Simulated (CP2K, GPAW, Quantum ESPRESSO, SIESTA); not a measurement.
## Running C(110) slab, H on the bottom face (210 atoms) with CP2K

Wanted: CP2K inputs and outputs for C(110) slab, H on the bottom face (210 atoms), checked against a plane-wave reference.

Main program and level: CP2K 2026.2; the method is named at each step.

**1. Starting point**

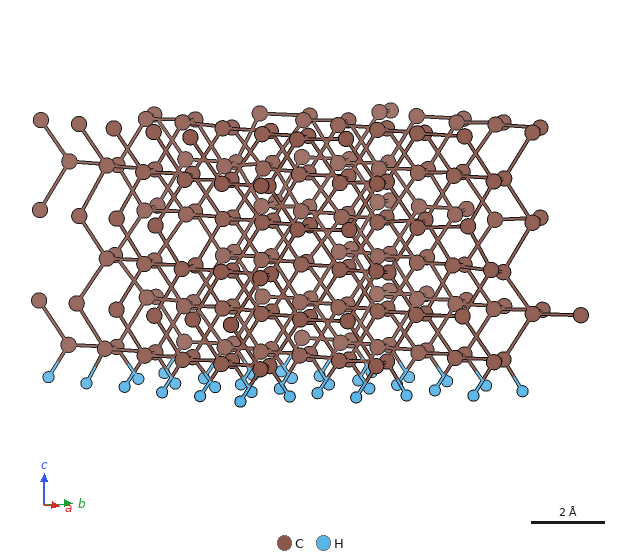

Start, viewed from the side, with the c axis up; carbon brown, hydrogen blue. Some periodic images of atoms are drawn too.

The cell holds 210 atoms: 180 C and 30 H. Its edges and angles: a = 12.611 Å, b = 10.701 Å, c = 19.196 Å, α = 90.0°, β = 90.0°, γ = 90.0°. It derives from C (diamond-structure). Diamond-structure C (a = 3.567 Å), (110) slab of 6 atomic planes, 5 x 3 surface cells, H on the broken bonds of the bottom face, 12 Å of vacuum; displaced by a Gaussian of 0.02 Å. Then every atom was moved at random, 0.03 Å r.m.s. a Cartesian component (hydrogen 0.6 of that). Regions: slab, 180 atoms (180 C); hydrogen, 30 atoms (30 H). Vacuum lies along c.

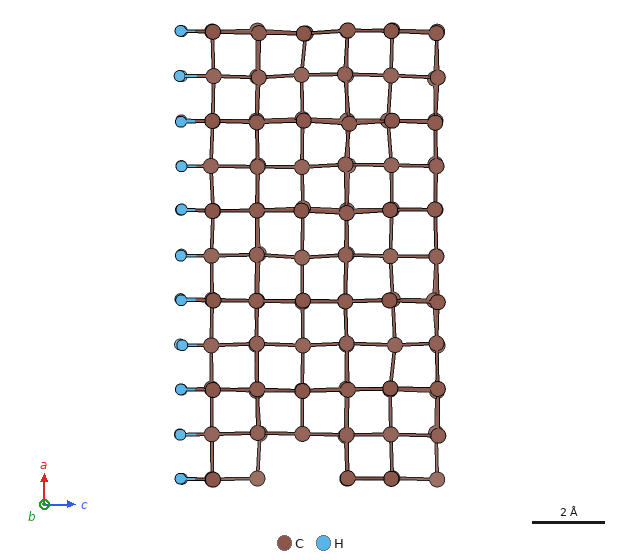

A slice 6 Å thick through the middle of the cell. Bonds to atoms that aren't drawn are left out.

The yardstick, on the same geometry:

* method: Kohn-Sham DFT, PBE, SSSP efficiency 1.3.0 pseudopotentials, plane waves (Quantum ESPRESSO 7.5); sssp-pbe-1.3.0-efficiency, cutoffs 60/480 Ry, Γ point
* r.m.s. force component: 1.725 eV/Å
* longest force: 6.143 eV/Å
* gap (highest filled to lowest empty level): 0.5489 eV
* time: 55 min on 1 thread of Arm Neoverse V2, shared host
* CPU time: 55 min

**2. PBE, DZVP-MOLOPT-SR, 450/50 Ry, diagonalisation**

Method: Kohn-Sham DFT, PBE, GTH-PBE pseudopotentials, Gaussian and plane waves, DZVP-MOLOPT-SR-GTH, diagonalisation.

input.inp reads:

```
&GLOBAL
  PROJECT cell
  RUN_TYPE ENERGY_FORCE
  PRINT_LEVEL LOW
&END GLOBAL
&FORCE_EVAL
  METHOD QS
  &DFT
    BASIS_SET_FILE_NAME BASIS_MOLOPT
    POTENTIAL_FILE_NAME GTH_POTENTIALS
    &MGRID
      CUTOFF 450
      REL_CUTOFF 50
    &END MGRID
    &QS
      EPS_DEFAULT 1.0E-12
    &END QS
    &SCF
      SCF_GUESS ATOMIC
      EPS_SCF 5.0E-06
      MAX_SCF 200
      ADDED_MOS 90
      &DIAGONALIZATION
        ALGORITHM STANDARD
      &END DIAGONALIZATION
      &SMEAR ON
        METHOD FERMI_DIRAC
        ELECTRONIC_TEMPERATURE [K] 580
      &END SMEAR
      &MIXING
        METHOD BROYDEN_MIXING
        ALPHA 0.2
        NBROYDEN 12
        BETA 0.05
      &END MIXING
      &PRINT
        &RESTART OFF
        &END RESTART
      &END PRINT
    &END SCF
    &XC
      &XC_FUNCTIONAL PBE
      &END XC_FUNCTIONAL
    &END XC
    &PRINT
      &MULLIKEN ON
      &END MULLIKEN
      &HIRSHFELD ON
        SHAPE_FUNCTION DENSITY
      &END HIRSHFELD
      &MO ON
        EIGENVALUES T
        OCCUPATION_NUMBERS T
        MO_INDEX_RANGE 364 387
        &EACH
          QS_SCF 0
        &END EACH
        ADD_LAST NUMERIC
      &END MO
    &END PRINT
  &END DFT
  &SUBSYS
    &CELL
      A 12.61125 0.00000 0.00000
      B 0.00000 10.70100 0.00000
      C 0.00000 0.00000 19.19561
    &END CELL
    &TOPOLOGY
      COORD_FILE_NAME structure.xyz
      COORD_FILE_FORMAT XYZ
    &END TOPOLOGY
    &KIND C
      BASIS_SET DZVP-MOLOPT-SR-GTH-q4
      POTENTIAL GTH-PBE-q4
    &END KIND
    &KIND H
      BASIS_SET DZVP-MOLOPT-SR-GTH-q1
      POTENTIAL GTH-PBE-q1
    &END KIND
  &END SUBSYS
  &PRINT
    &FORCES ON
    &END FORCES
  &END PRINT
&END FORCE_EVAL
```

structure.xyz reads:

```xyz
210

C 11.35605 1.77037 6.88508
C 12.60633 0.91130 6.88662
C 0.02737 10.69822 8.14470
C 11.33777 2.71987 8.15276
C 11.34104 1.81938 9.43771
C 12.53167 0.94458 9.41218
C 0.04969 0.01316 10.65721
C 11.38127 2.61789 10.65894
C 11.29438 1.77005 11.88918
C 0.01526 0.92735 11.98401
C 0.07239 0.03135 13.15590
C 11.28303 2.65363 13.15725
C 1.25305 1.79413 6.87203
C 2.53524 0.84088 6.91695
C 2.55353 10.67104 8.19940
C 1.28723 2.70414 8.22551
C 1.22897 1.75646 9.42620
C 2.49299 0.92093 9.41641
C 2.48025 0.08368 10.61863
C 1.22670 2.66112 10.63955
C 1.27739 1.81307 11.92758
C 2.50333 0.91322 12.00206
C 2.49299 0.06881 13.17644
C 1.29997 2.67204 13.18681
C 11.35656 5.36559 6.92366
C 0.00038 4.44926 6.88374
C 0.02421 3.56739 8.15660
C 11.31746 6.27656 8.19557
C 11.39111 5.39748 9.39779
C 12.55841 4.48094 9.51526
C 0.02018 3.61737 10.68735
C 11.40927 6.27410 10.62093
C 11.37459 5.35125 11.91894
C 0.03228 4.46735 11.95407
C 12.60671 3.53144 13.22021
C 11.31620 6.30653 13.23518
C 3.79409 1.80023 6.86109
C 5.03719 0.89407 6.85763
C 5.05850 0.02290 8.15813
C 3.79649 2.67183 8.12128
C 3.77165 1.77861 9.41065
C 5.06758 0.86946 9.40451
C 5.05862 0.02825 10.68984
C 3.79195 2.74138 10.66892
C 3.76799 1.79713 11.94044
C 5.04929 0.84388 11.95887
C 4.98951 10.67232 13.19142
C 3.76988 2.64347 13.22693
C 1.27058 5.35713 6.87299
C 2.55428 4.49827 6.86742
C 2.48883 3.56589 8.13683
C 1.30653 6.23494 8.16485
C 1.27903 5.37072 9.42408
C 2.50043 4.47355 9.41372
C 2.55050 3.58719 10.66335
C 1.25116 6.22809 10.67142
[... 150 atom lines left out ...]
H 6.32303 9.54561 6.00055
H 7.60219 7.42339 6.02205
H 8.83847 9.56734 6.01341
H 10.07008 7.42585 6.00208
```

Command:

```
OMP_NUM_THREADS=1 mpirun -np 4 cp2k.psmp -i input.inp > output.txt
```

Numbers of over 12 decimals in the logs are rounded to 6 here.

The log of the run:

```text
CP2K| version string:                                       CP2K version 2026.2
 CP2K| Input file name                                                 input.inp
 GLOBAL| Basis set file name                                        BASIS_MOLOPT
 GLOBAL| Potential file name                                      GTH_POTENTIALS
 GLOBAL| Run type                                                   ENERGY_FORCE
 GLOBAL| Total number of message passing processes                             4
 GLOBAL| Number of threads for this process                                    1
 TOTAL NUMBERS AND MAXIMUM NUMBERS
  Total number of            - Atomic kinds:                                   2
                             - Atoms:                                        210
                             - Shell sets:                                   210
                             - Shells:                                       990
                             - Primitive Cartesian functions:               1050
                             - Cartesian basis functions:                   2670
                             - Spherical basis functions:                   2490
  Maximum angular momentum of- Orbital basis functions:                        2
                             - Local part of the GTH pseudopotential:          2
                             - Non-local part of the GTH pseudopotential:      0
 SCF PARAMETERS         Density guess:                                    ATOMIC
                        max_scf:                                             200
                        eps_scf:                                        5.00E-06
                        added MOs                                        90    0
                        Mixing method:                            BROYDEN_MIXING
                                                charge density mixing in g-space
                        Smear method:                                FERMI_DIRAC
                        Electronic temperature [K]:                        580.0
                        Electronic temperature [a.u.]:                  1.84E-03
                        Accuracy threshold:                             1.00E-10
 Extrapolation method: initial_guess
 Number of electrons:                                                        750
 Number of occupied orbitals:                                                375
 Number of molecular orbitals:                                               465
 Number of orbital functions:                                               2490
 Number of independent orbital functions:                                   2490
 SCF WAVEFUNCTION OPTIMIZATION
  Step     Update method      Time    Convergence         Total energy    Change
     1 NoMix/Diag. 0.20E+00    8.8     0.93773492     -1039.5033635266 -1.04E+03
     2 Broy./Diag. 0.20E+00   10.8     0.08918697     -1006.2521388871  3.33E+01
     3 Broy./Diag. 0.20E+00   10.8     0.27535551     -1028.3146803365 -2.21E+01
     4 Broy./Diag. 0.20E+00   10.8     0.31082795     -1040.0862219674 -1.18E+01
[...]
26 Broy./Diag. 0.20E+00   11.0     0.00000677     -1039.7107284457 -5.73E-05
    27 Broy./Diag. 0.20E+00   11.0     0.00000325     -1039.7107389303 -1.05E-05
  *** SCF run converged in    27 steps ***
  Electronic density on regular grids:       -750.0000000000        0.0000000000
  Core density on regular grids:              749.9999999994       -0.0000000006
  Total charge density on r-space grids:       -0.0000000006
  Total charge density g-space grids:          -0.0000000006
  Overlap energy of the core charge distribution:               1.81671e-05
  Self energy of the core charge distribution:              -2442.615646
  Core Hamiltonian energy:                                    768.347730
  Hartree energy:                                             962.673261
  Exchange-correlation energy:                               -328.115540
  Electronic entropic energy:                                  -0.000562115
  Fermi energy:                                                 0.091100
  Total energy:                                             -1039.710739
  Total energy (extrapolated to T->0):                      -1039.710458
 MO| EIGENVALUES AND OCCUPATION NUMBERS
 MO|
 MO|  Index      Eigenvalue [a.u.]        Eigenvalue [eV]             Occupation
 MO|    364               0.063872               1.738058               1.999999
 MO|    365               0.068049               1.851714               1.999993
 MO|    366               0.068846               1.873395               1.999989
[...]
MO|    386               0.119610               3.254755               0.000000
 MO|    387               0.120029               3.266147               0.000000
 MO| Sum:                                                             750.000000
 MO| E(Fermi):            0.091100 a.u.          2.478953 eV
 !-----------------------------------------------------------------------------!
                     Mulliken Population Analysis
 #  Atom  Element  Kind  Atomic population                           Net charge
       1     C        1          4.055716                             -0.055716
       2     C        1          4.065247                             -0.065247
       3     C        1          3.994880                              0.005120
[...]
209     H        2          0.932907                              0.067093
     210     H        2          0.933870                              0.066130
 # Total charge                            750.000000                 -0.000000
 !-----------------------------------------------------------------------------!
 !-----------------------------------------------------------------------------!
                           Hirshfeld Charges
  #Atom  Element  Kind  Ref Charge     Population                    Net charge
      1       C      1       4.000          4.038                        -0.038
      2       C      1       4.000          4.041                        -0.041
      3       C      1       4.000          3.989                         0.011
[...]
209       H      2       1.000          0.964                         0.036
    210       H      2       1.000          0.962                         0.038
  Total Charge                                                           -0.000
 !-----------------------------------------------------------------------------!
 ENERGY| Total FORCE_EVAL ( QS ) energy [hartree]          -1039.710665
 FORCES| Atomic forces [hartree/bohr]
 FORCES|   Atom     x               y               z               |f|
 FORCES|      1 -1.17085948E-02 -1.51162769E-02  3.36497897E-02   3.87027307E-02
 FORCES|      2  1.04031333E-02  1.66089598E-02  1.60928747E-02   2.53586936E-02
 FORCES|      3 -3.82828448E-02  1.65039917E-02 -1.79453835E-03   4.17274288E-02
[...]
FORCES|    209 -1.28856915E-03 -2.50030713E-03 -7.71769715E-03   8.21430432E-03
 FORCES|    210  2.68236356E-03 -5.73254266E-03 -1.16532060E-02   1.32610079E-02
 FORCES| Sum    -8.22976598E-05  6.42149895E-05  7.29501603E-05
 FORCES| Total atomic force                                       1.27350680E-04
```

It took 5.2 min on 4 MPI ranks of Arm Neoverse V2, shared host; peak memory 6.6 GiB; 21 min of CPU time.

Banners, paths, timers and routine set-up lines are dropped from the logs unmarked, and long logs keep their key lines alone; longer cuts are marked.

Compared with the plane-wave run:

| Item | Value |
| --- | --- |
| r.m.s. force component | 1.749 eV/Å |
| r.m.s. difference of force components | 34.56 meV/Å |
| longest difference of force vectors | 134 meV/Å |
| force difference over r.m.s. force | 2.004 % |
| slope of forces against the reference's | 1.014 |
| correlation of force components | 0.9999 |
| gap (highest filled to lowest empty level) | 0.5368 eV |
| gap difference | -0.0121 eV |

Length of the force difference by element (eV/Å):

```
element  atoms   mean   most
      C    180  0.058   0.13
      H     30  0.037  0.078
```

Levels nearest the highest filled one (eV from it): -0.47, -0.36, -0.34, -0.30, -0.25, -0.20, -0.17, -0.12, -0.09, -0.05, -0.02, 0.00, 0.54, 0.56, 0.57, 0.62, 0.75, 0.76, 0.83, 0.87, 0.98, 1.03, 1.04, 1.06.

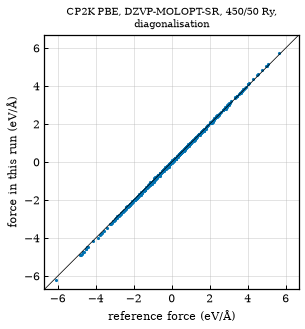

Force components against those of the reference; the line marks equality.

A closer look about C121, whose charge lies farthest from its element's mean: 9 atoms, nearest first, numbered in the order of the input, with positions taken from that point.

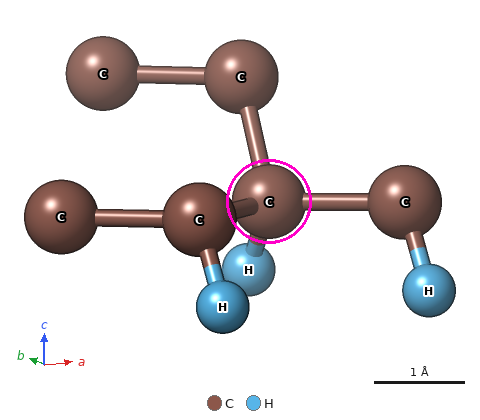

The atoms of the table, within 2.5 Å (arrows a, b, c point along x, y, z); some may hide others; the central atom is ringed.

```csv
atom,x,y,z,distance (Å),Hirshfeld charge (e),Fx,Fy,Fz (eV/Å)
C121,0.00,0.00,0.00,0.00,-0.04,0.45,-2.66,2.37
H201,0.00,0.58,-0.86,1.04,0.04,0.04,0.99,-1.69
C124,0.03,0.86,1.28,1.54,0.01,-1.38,0.38,-0.27
C86,-1.24,-0.92,0.02,1.55,-0.03,-0.54,2.04,0.17
C122,1.26,-0.90,0.05,1.55,-0.03,0.44,1.76,-1.03
H196,-1.22,-1.54,-0.87,2.15,0.04,-0.08,-0.07,-0.23
H202,1.29,-1.52,-0.86,2.17,0.04,-0.12,0.04,0.05
C135,-1.27,1.74,1.26,2.50,0.00,1.47,0.90,1.15
C85,-2.53,0.00,-0.01,2.53,-0.04,1.46,-2.36,3.00
```

Forces lie 2.0 % from the reference's, at 0.38 times its CPU time (on 4 against 1 cores).

**3. PBE, SZV-MOLOPT-SR, 450/50 Ry, diagonalisation**

Method: Kohn-Sham DFT, PBE, GTH-PBE pseudopotentials, Gaussian and plane waves, SZV-MOLOPT-SR-GTH, diagonalisation.

Changes to input.inp since step 2:

```diff
@@ -67,8 +67,31 @@
     &END CELL
-    &TOPOLOGY
-      COORD_FILE_NAME structure.xyz
-      COORD_FILE_FORMAT XYZ
-    &END TOPOLOGY
+    &COORD
+      C 11.35605 1.77037 6.88508
+      C 12.60633 0.91130 6.88662
+      C 0.02737 10.69822 8.14470
+      C 11.33777 2.71987 8.15276
+      C 11.34104 1.81938 9.43771
+      C 12.53167 0.94458 9.41218
+      C 0.04969 0.01316 10.65721
+      C 11.38127 2.61789 10.65894
+      C 11.29438 1.77005 11.88918
+      C 0.01526 0.92735 11.98401
+      C 0.07239 0.03135 13.15590
+      C 11.28303 2.65363 13.15725
+      C 1.25305 1.79413 6.87203
+      C 2.53524 0.84088 6.91695
+      C 2.55353 10.67104 8.19940
+      C 1.28723 2.70414 8.22551
+      C 1.22897 1.75646 9.42620
+      C 2.49299 0.92093 9.41641
+      C 2.48025 0.08368 10.61863
+      C 1.22670 2.66112 10.63955
+[... 186 atom lines left out ...]
+      H 6.32303 9.54561 6.00055
+      H 7.60219 7.42339 6.02205
+      H 8.83847 9.56734 6.01341
+      H 10.07008 7.42585 6.00208
+    &END COORD
     &KIND C
-      BASIS_SET DZVP-MOLOPT-SR-GTH-q4
+      BASIS_SET SZV-MOLOPT-SR-GTH-q4
       POTENTIAL GTH-PBE-q4
@@ -76,3 +99,3 @@
     &KIND H
-      BASIS_SET DZVP-MOLOPT-SR-GTH-q1
+      BASIS_SET SZV-MOLOPT-SR-GTH-q1
       POTENTIAL GTH-PBE-q1
```

Command:

```
OMP_NUM_THREADS=2 cp2k.psmp -i input.inp > output.txt
```

The log of the run:

```text
CP2K| version string:                                       CP2K version 2026.2
 CP2K| Input file name                                                 input.inp
 GLOBAL| Basis set file name                                        BASIS_MOLOPT
 GLOBAL| Potential file name                                      GTH_POTENTIALS
 GLOBAL| Run type                                                   ENERGY_FORCE
 GLOBAL| Total number of message passing processes                             1
 GLOBAL| Number of threads for this process                                    2
 TOTAL NUMBERS AND MAXIMUM NUMBERS
  Total number of            - Atomic kinds:                                   2
                             - Atoms:                                        210
[... lines left out ...]
                        Smear method:                                FERMI_DIRAC
[... lines left out ...]
 Number of electrons:                                                        750
[... lines left out ...]
  Step     Update method      Time    Convergence         Total energy    Change
[... lines left out ...]
  *** SCF run converged in    26 steps ***
[... lines left out ...]
  Fermi energy:                                                 0.150053
  Total energy:                                             -1035.738303
  Total energy (extrapolated to T->0):                      -1035.738019
[... lines left out ...]
 MO| E(Fermi):            0.150053 a.u.          4.083148 eV
[... lines left out ...]
       2     C        1          4.092697                             -0.092697
       3     C        1          3.990050                              0.009950
[...]
209     H        2          0.911521                              0.088479
     210     H        2          0.908295                              0.091705
 # Total charge                            750.000000                 -0.000000
 !-----------------------------------------------------------------------------!
 !-----------------------------------------------------------------------------!
                           Hirshfeld Charges
  #Atom  Element  Kind  Ref Charge     Population                    Net charge
      1       C      1       4.000          4.039                        -0.039
      2       C      1       4.000          4.040                        -0.040
      3       C      1       4.000          3.990                         0.010
[...]
209       H      2       1.000          0.964                         0.036
    210       H      2       1.000          0.962                         0.038
  Total Charge                                                           -0.000
 !-----------------------------------------------------------------------------!
 ENERGY| Total FORCE_EVAL ( QS ) energy [hartree]          -1035.738295
 FORCES| Atomic forces [hartree/bohr]
 FORCES|   Atom     x               y               z               |f|
 FORCES|      1 -1.51693200E-02 -3.69524967E-03  2.89953119E-02   3.29316147E-02
 FORCES|      2  1.31834434E-02  7.17720008E-03  7.63043436E-03   1.68386137E-02
 FORCES|      3 -4.81761993E-02  2.30219041E-02 -6.07677852E-04   5.33977858E-02
[...]
FORCES|    209 -1.86210825E-03 -9.70664111E-03  1.94728631E-04   9.88555755E-03
 FORCES|    210  3.42431669E-03 -7.08438724E-04 -5.12845157E-03   6.20716084E-03
 FORCES| Sum    -7.27949442E-05  9.07754497E-05  3.64215990E-05
 FORCES| Total atomic force                                       1.21925465E-04
```

It took 4.1 min on 2 threads; peak memory 4.8 GiB; 7.4 min of CPU time.

Numbers from this run, and their distance from the reference:

- r.m.s. force component: 2.206 eV/Å
- r.m.s. difference of force components: 548.9 meV/Å
- longest difference of force vectors: 2001 meV/Å
- force difference over r.m.s. force: 31.82 %
- slope of forces against the reference's: 1.267
- correlation of force components: 0.9908
- gap (highest filled to lowest empty level): 0.4918 eV
- gap difference: -0.0571 eV

This is a coarse setting, run to see what it loses.

Against the first run (2.0 %), the force difference from the reference is 32 %, at 0.36 times the CPU time (on 2 against 4 cores), with 750 basis functions against 2490: the smaller basis costs accuracy.

(Part 1 of 2 ends here.)

[Also dropped from logs without a mark: logging warnings of Python, and SIESTA's first energy breakdown and zero terms.]

[Logs are printed without paths, hosts, clocks, repeated set-up lines and the standing remarks that a program may print on its own settings, such as how far it seeks lower states.]

[Hosts, paths, dates, database ids (printed as entryN), source tags and the programs' standing remarks are cut or masked in the printed files.]
